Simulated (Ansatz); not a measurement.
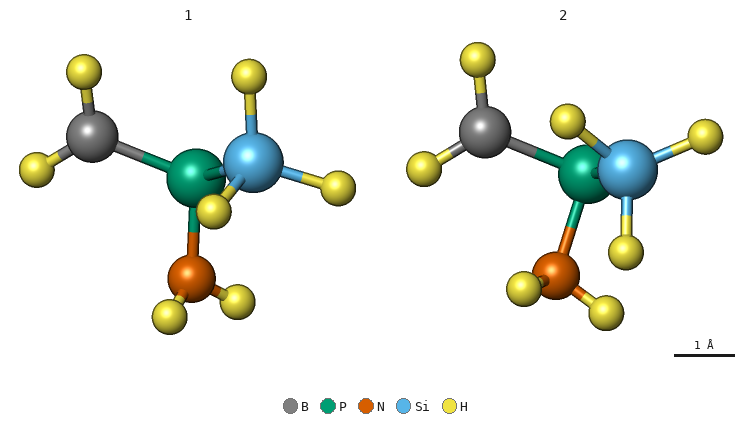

Two geometries of BSiPNH$_{7}$, drawn at one scale. One is the start of a relaxation, the other its converged end. Style: ball-and-stick. Shown from a free direction.

Level of theory: RHF/def2-SVP in Ansatz. (no spin polarisation; force threshold 0.015 eV/Å; at most 40 steps)

Q: Which of the two is the end point?

A: Structure 1 is the relaxed one. The run prepares an end point of a later path (torsion) calculation, from a guessed geometry. The largest moves after the best rigid fit, 1.21 Å, are those of H atoms. Largest moves by element: H 1.21 Å, P 0.42 Å, B 0.31 Å, Si 0.21 Å, N 0.20 Å. Among the contacts that change: H–N 1.096 → 1.001 Å, H–Si 1.409 → 1.481 Å, N–P 1.777 → 1.709 Å, H–N 1.050 → 1.000 Å. Among the angles between lasting bonds that change: B–P–N 94.3° → 109.6°, B–P–Si 92.8° → 106.9°, N–P–Si 95.6° → 108.1°. Groups turn about P–Si by about 55°. The energy falls by 0.885 eV in 20 accepted moves (26 points after the start). Largest force component: 3.5 eV/Å at the start, 0.01 eV/Å at the end. The line search rejected the trial steps at points 7, 9, 17, 21, 23, 25 of the run.

Limits of the set-up: Hartree-Fock leaves out electron correlation.
